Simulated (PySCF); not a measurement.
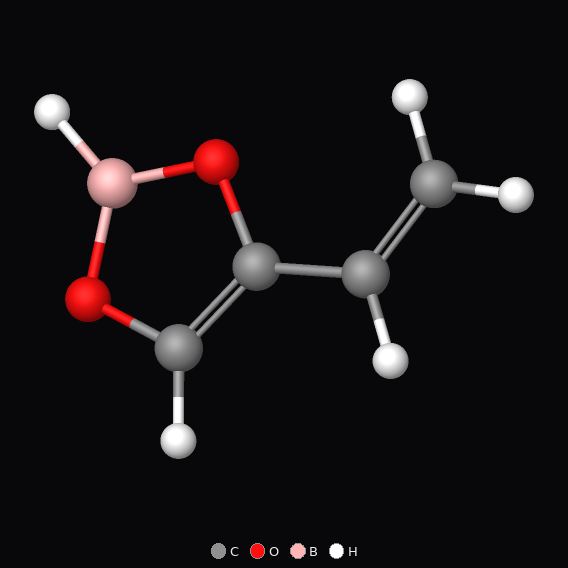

A ball-and-stick model of a molecule. Multiple sticks mark multiple bonds (one Kekulé form).

Computed geometry: PBE0-D3(BJ)/def2-SVP optimisation. No frequency run is at hand to confirm it as a minimum.

Question: Count the atoms of each element.

Answer: C4H5BO2, 12 atoms: 4 carbon, 5 hydrogen, 1 boron and 2 oxygen.

Question: What is its SMILES?

Answer: C=CC1=COBO1

Question: How many bonds of each kind are drawn?

Answer: 4 C–H, 3 C–C, 2 C–O, 2 B–O, 1 B–H.

Question: Does it have rings?

Answer: Independent rings (smallest set): 1 of 5 members.

The parts below concern this one geometry. Atoms keep their numbers from picture to picture.

## Geometry

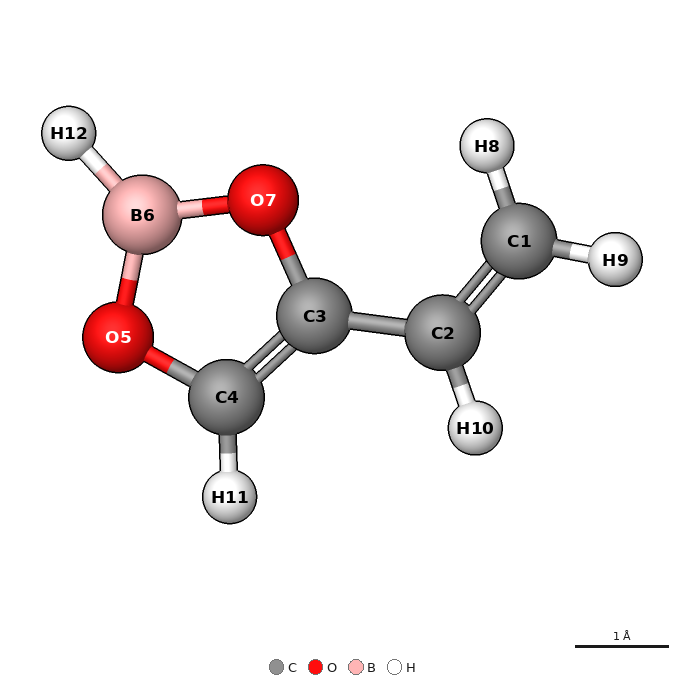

Numbered structure. No frequency run is at hand to confirm it as a minimum.

Question: Describe the coordination of atom 4.

Answer: C4 has 3 neighbours (C3 at 1.35, O5 at 1.36, H11 at 1.09 Å); the arrangement is trigonal planar.

Question: How are the neighbours of atom 3 arranged?

Answer: C3 has 3 neighbours (C2 at 1.44, C4 at 1.35, O7 at 1.37 Å); the arrangement is trigonal planar.

Question: How are the neighbours of atom 6 arranged?

Answer: B6 has 3 neighbours (O5 at 1.38, O7 at 1.37, H12 at 1.19 Å); the arrangement is trigonal planar.

Question: What is the geometry at O5?

Answer: O5 has 2 neighbours (C4 at 1.36, B6 at 1.38 Å); the arrangement is bent.

Question: What is the dihedral angle C2–C3–O7–B6?

Answer: 180° in size, that is anti.

## Ring current

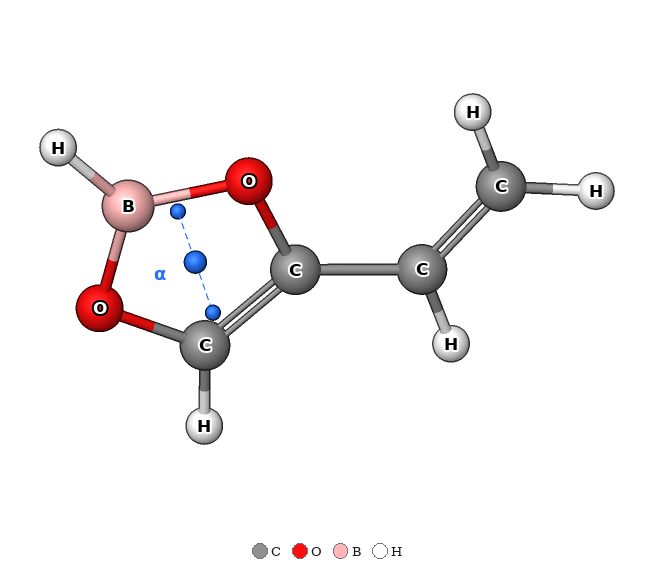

The small points mark where nucleus-independent chemical shifts (NICS) were computed: at the centre of each lettered ring and 1 Å above and below it. No frequency run is at hand to confirm it as a minimum. Method: GIAO ωB97X-D/pcSseg-1 NMR shielding, non-relativistic, gas phase (PySCF 2.14.0).

Give NICS(0), NICS(1) and the out-of-plane component NICS(1)zz for each ring (means of the two sides).

```csv
ring,members,NICS(0),NICS(1),NICS(1)zz
α,C2BO2,−7.5,−5.9,−15.0
```

Values in ppm.

Question: What do the values say about the ring currents?

Answer: Ring α: diatropic, as in an aromatic ring. NICS is one index among several.

## NMR shielding

The questions are on isotropic NMR shieldings of the O atoms. No frequency run is at hand to confirm it as a minimum. Level of theory: GIAO PBE0/pcSseg-1 NMR shielding, non-relativistic, gas phase (PySCF 2.14.0).

Give the isotropic NMR shieldings of the O atoms atom by atom.

```
atom  σ (ppm)
  O5     94.2
  O7    101.5
```

## Electronic properties

No frequency run is at hand to confirm it as a minimum. Properties computed with CAM-B3LYP/pcSseg-1, gas phase (PySCF 2.14.0).

Predict the main results.

- dipole moment: 1.61 D
- HOMO energy (Kohn–Sham orbital): −7.78 eV
- LUMO energy (Kohn–Sham orbital): 0.19 eV
- HOMO–LUMO gap: 7.97 eV
